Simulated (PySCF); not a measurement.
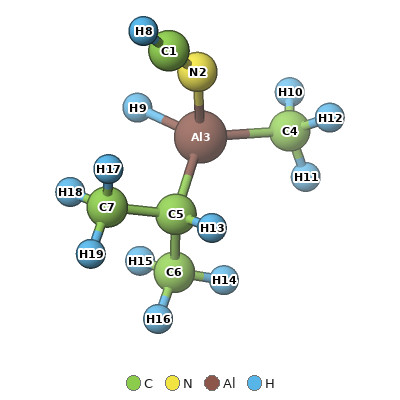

Structure of C₅H₁₂AlN, SMILES C#[N+][Al@@H-]([CH3])[CH](C)C, singlet.

Kohn-Sham orbital energies near the frontier, CAM-B3LYP/def2-SVPD, PySCF 2.14.0, at a GFN2-xTB geometry (no frequency check), isolated molecule; empty levels in grey, levels within 0.03 eV side by side.

> Where do the frontier orbitals lie?

HOMO at −7.54 eV, LUMO at −0.43 eV, 7.12 eV apart.

> On which atoms do HOMO and LUMO mostly sit?

HOMO: C5 39 %, Al3 16 %, C6 9 %. LUMO: C1 41 %, N2 35 %, H8 13 % (Löwdin shares).

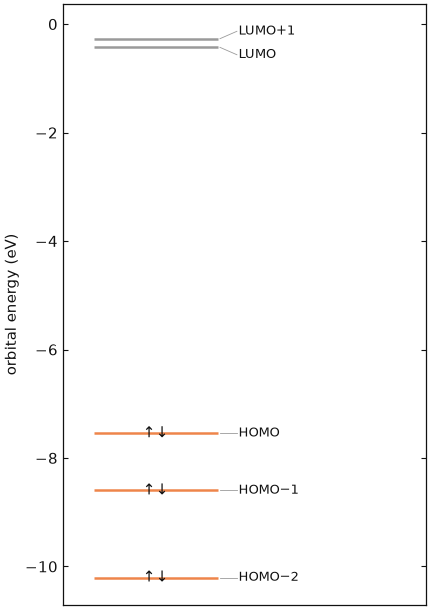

Note: the tight-binding geometry is rougher than a DFT one and adds to the error; one conformer of a flexible molecule; empty levels above zero depend strongly on the basis.
